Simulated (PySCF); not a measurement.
C₄H₈ (SMILES [CH2-][CH]CC) (charge −1, doublet)

```xyz
12

C     1.6708    0.0904    0.9741
C     1.0026    0.2544   -0.3059
C    -0.3065   -0.4393   -0.5075
C    -1.5197    0.1598    0.2681
H     2.6518    0.5836    1.0466
H     1.7316   -0.9492    1.3312
H     0.9966    1.2886   -0.6867
H    -0.2159   -1.4888   -0.1932
H    -0.5847   -0.4414   -1.5778
H    -2.4433   -0.4094    0.1040
H    -1.6908    1.1900   -0.0460
H    -1.2913    0.1605    1.3317
```

Geometry: GFN2-xTB.

Method: PySCF 2.14.0, density-fitted response routines, UKS B3LYP, pcH-1 on C H, non-relativistic, mean-field spin-orbit, GIAO.

What will maps of the electron density, electron localisation function and spin density show?

Answer. C–H (1.10 Å): ρ at the midpoint is about 1.8 e/Å³; the ELF climbs to about 1 towards the hydrogen, as it does in any bond to H: a covalent bond by its length.
C–C (1.50 Å): ρ is about 1.6 e/Å³ halfway; the ELF peaks at about 0.95 between the atoms: a shared electron pair.
C–C (1.56 Å): the density is about 1.5 e/Å³ at the midpoint; the ELF peaks at about 0.95 between the atoms; a covalent bond.
The unpaired spin (1 electron) lies mostly on C1 (about 0.4) and C2 (about 0.4), in electrons by Hirshfeld's partition.

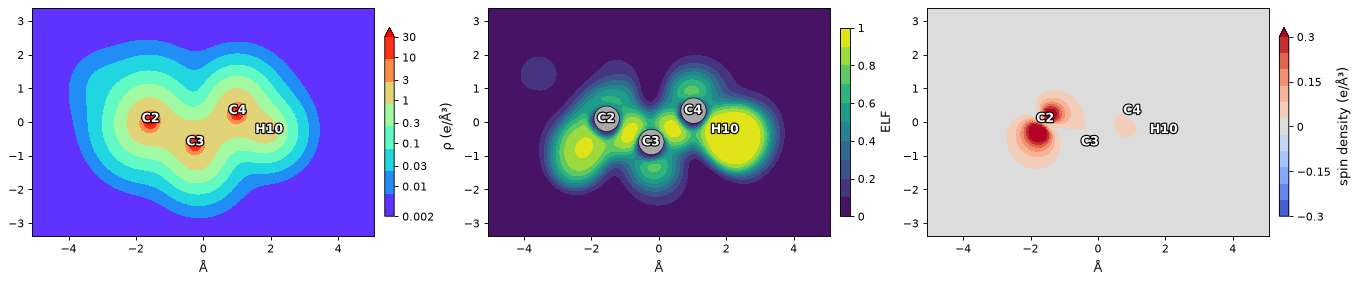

Computed electron density, electron localisation function and spin density on the plane of atoms C3, C4 and H10, in this order. Grey discs cover the atomic cores in the ELF map. 
